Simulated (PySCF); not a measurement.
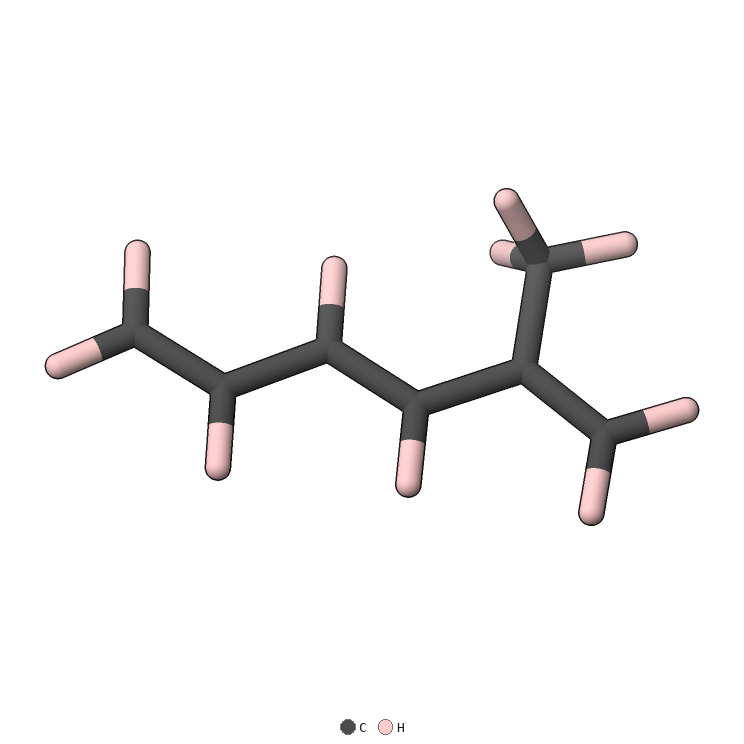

A stick model of a molecule.

Computed geometry: PBE0-D3(BJ)/def2-SVP optimisation. No frequency run is at hand to confirm it as a minimum.

Describe the molecule.

The molecule is C₇H₁₀. As SMILES it reads `C=C/C=C/C(=C)C`. It has no ring. Among its groups: alkene. Coordination: 6 C trigonal planar; 1 C tetrahedral.

More results for the same structure follow; atom numbers are the same in all pictures, views and colours differ.

### Shape

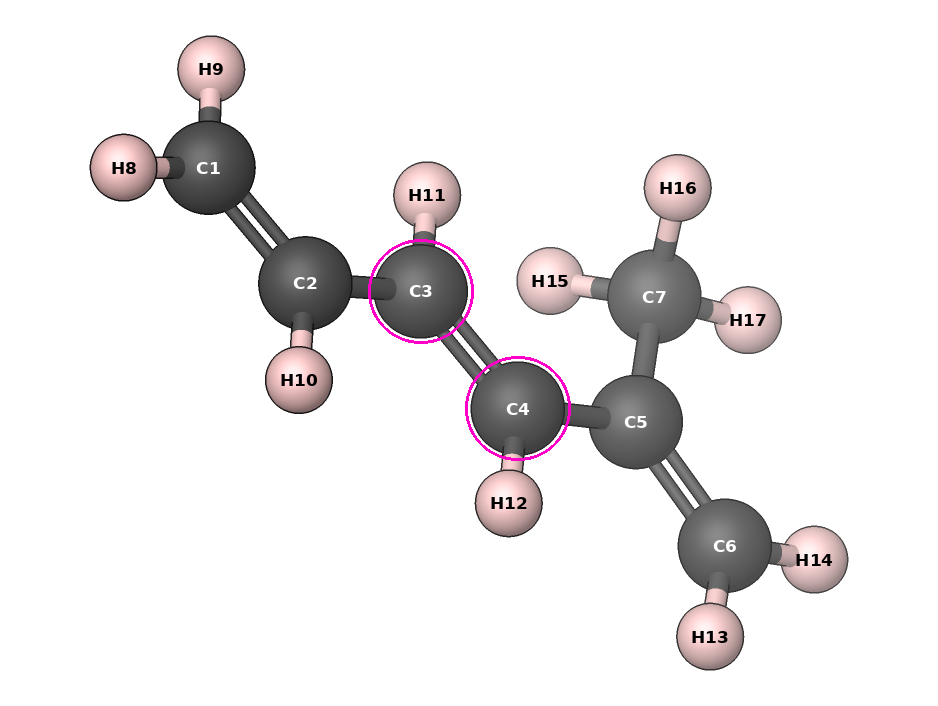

Depth is shown by fading: the farther an atom, the more it takes the colour of the background. Circles mark the stereogenic atoms. No frequency run is at hand to confirm it as a minimum.

What are the Cahn–Ingold–Prelog descriptors?

C3=C4: E.

### NMR shielding

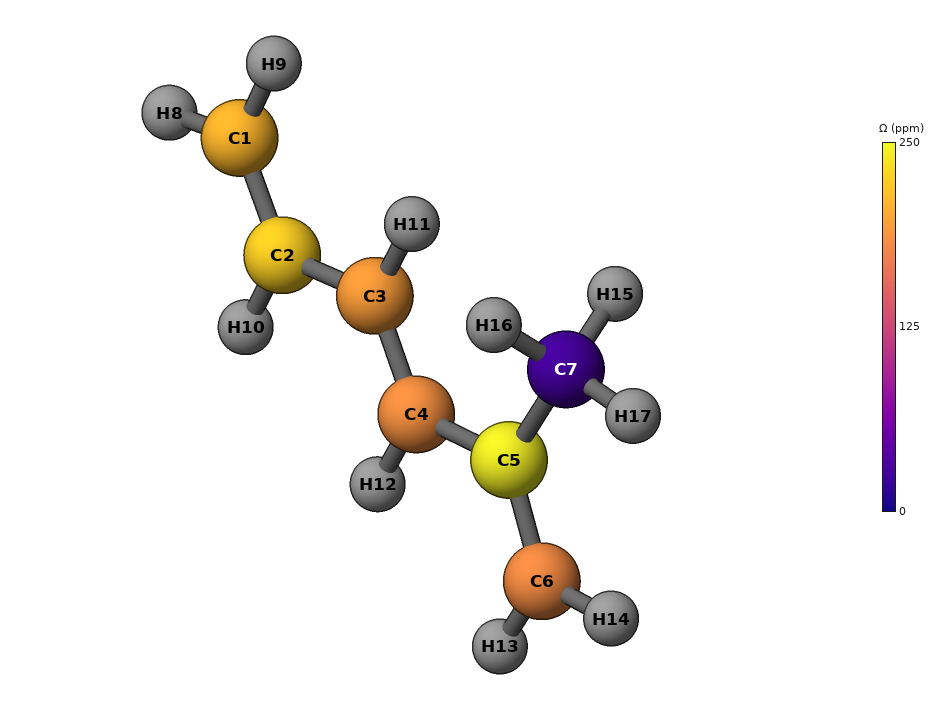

The C atoms are coloured by the span of their shielding tensor. No frequency run is at hand to confirm it as a minimum. Method: GIAO PBE0/pcSseg-1 NMR shielding, non-relativistic, IEF-PCM acetone (PySCF 2.14.0). Principal shieldings σ11 ≤ σ22 ≤ σ33, span Ω = σ33 − σ11, skew κ = 3(σiso − σ22)/Ω.

Give the shielding tensors of the C atoms.

```
atom    σ11    σ22    σ33   σiso      Ω      κ
  C1  −51.1   65.8  158.8   57.9  210.0  −0.11
  C2  −76.1   41.9  149.7   38.5  225.8  −0.05
  C3  −46.5   41.9  146.5   47.3  193.0   0.08
  C4  −53.7   43.5  131.8   40.5  185.5  −0.05
  C5  −83.1   21.7  161.9   33.5  245.0   0.14
  C6  −42.5   74.1  140.0   57.2  182.4  −0.28
  C7  154.8  155.5  183.6  164.6   28.7   0.95
```

Shieldings and span in ppm.

### Polarisability

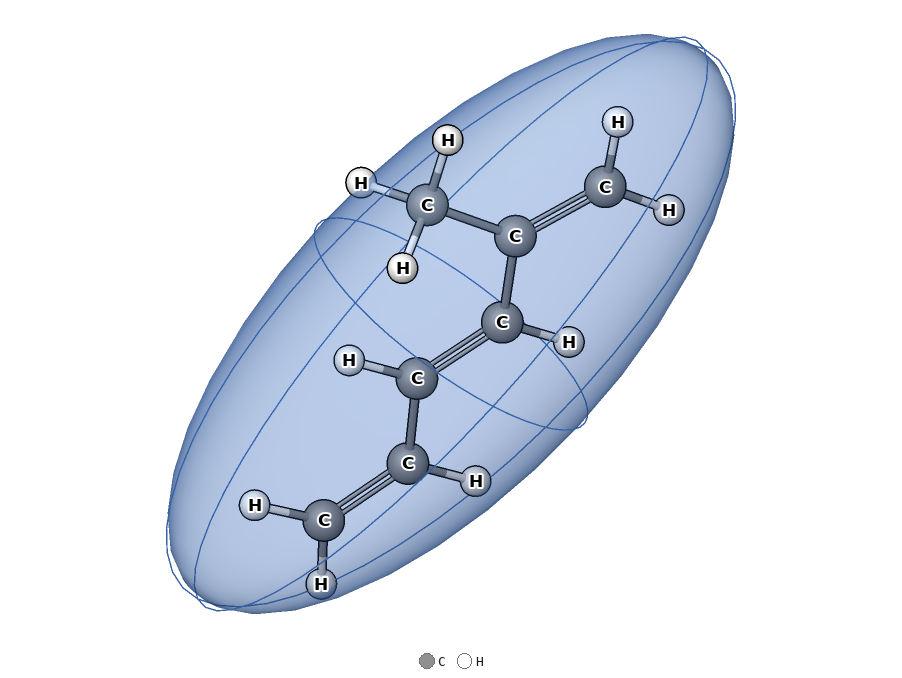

The ellipsoid shows the static dipole polarisability: its half-axes are proportional to the principal values. No frequency run is at hand to confirm it as a minimum. Level of theory: CAM-B3LYP/def2-SVPD (PySCF 2.14.0).

Give the principal values, the mean and the anisotropy.

Principal values 57.2, 80.3, 170.0 bohr³; mean 102.5 bohr³ (15.19 Å³); anisotropy 103.2 bohr³, so the longest axis is 2.97 times the shortest.

### Excitation

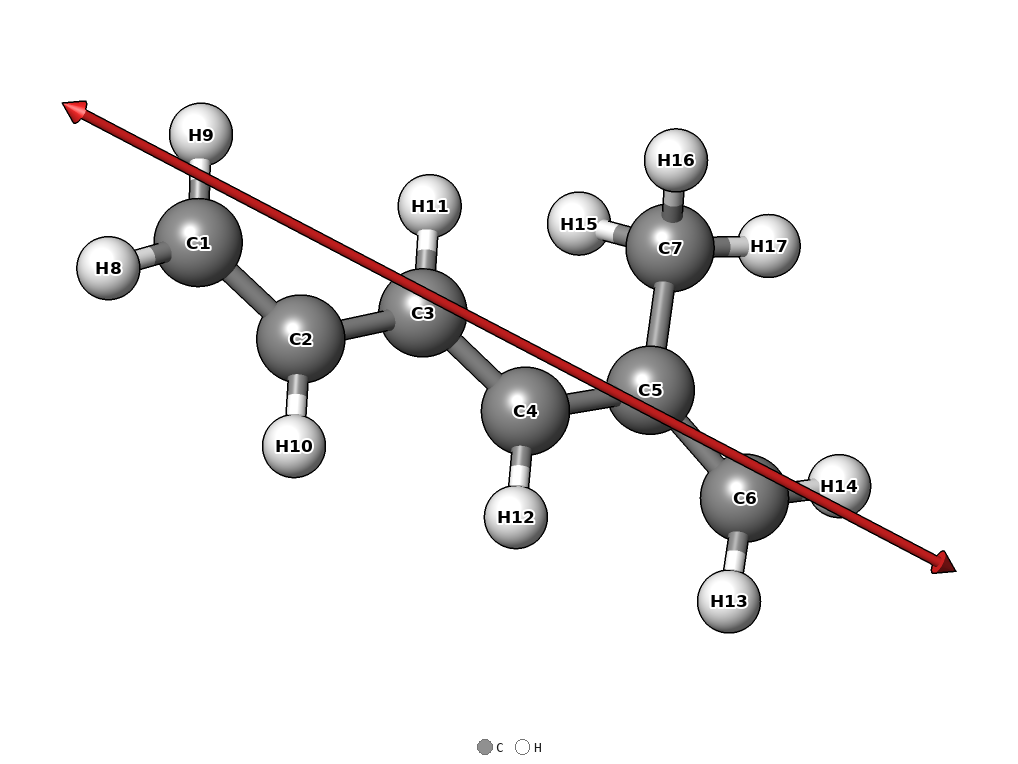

The double arrow shows the direction of the transition dipole to excited singlet state 1 (its length means nothing). No frequency run is at hand to confirm it as a minimum. Level of theory: TDDFT CAM-B3LYP/def2-SVPD, vertical, gas phase, core orbitals frozen in the response (PySCF 2.14.0).

How is the transition polarised?

Close to the long direction C1···C6.

Where does the transition lie, and how strong is it?

4.91 eV (253 nm), oscillator strength 1.05, mainly HOMO → LUMO (weight 0.98); transition dipole 7.49 D.
